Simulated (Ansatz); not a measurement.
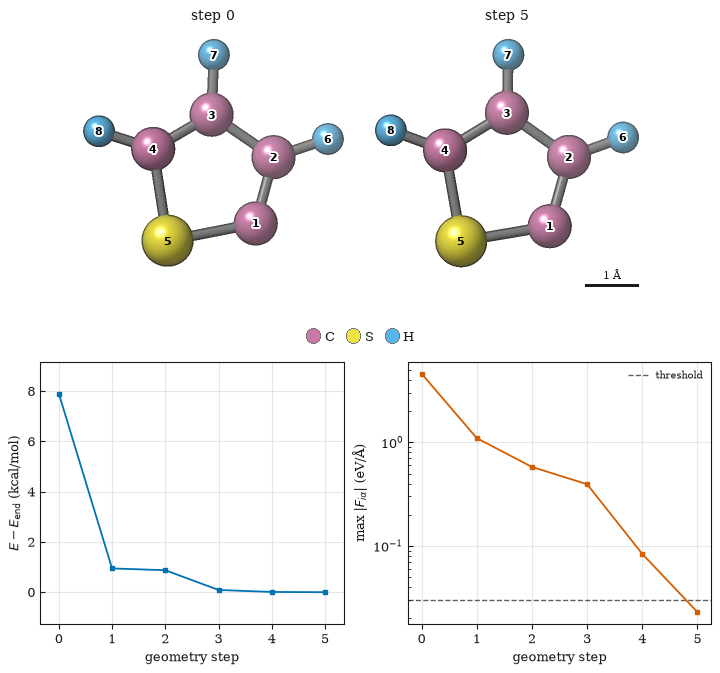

First and last geometry of a relaxation of C4H3S (multiplicity 2) (coarse preliminary run), with the history of the run. Style: ball-and-stick. Shown face on.

The start comes from a force field.

Theory: Ansatz 0.2.0, UKS PBE-D4/def2-SVP. (force threshold 0.03 eV/Å; at most 200 steps)

Q: Read the history and describe the run.

A: It converged. Over 5 geometry steps the energy falls by 7.91 kcal/mol. The largest force component goes from 4.6 to 0.023 eV/Å. C1 moves most after the best rigid fit: 0.052 Å. Largest moves by element: C 0.052 Å, H 0.045 Å, S 0.014 Å. Some distances before and after: C3–C4 1.299 → 1.382 Å, C1–C2 1.306 → 1.368 Å, C3–H7 1.135 → 1.100 Å, C2–C3 1.423 → 1.442 Å. Among the angles between lasting bonds that change: S5–C4–H8 116.6° → 119.8°, C3–C4–H8 131.6° → 128.7°, C1–S5–C4 87.5° → 89.9°. The run took of the order of 30 core-seconds on a shared host.
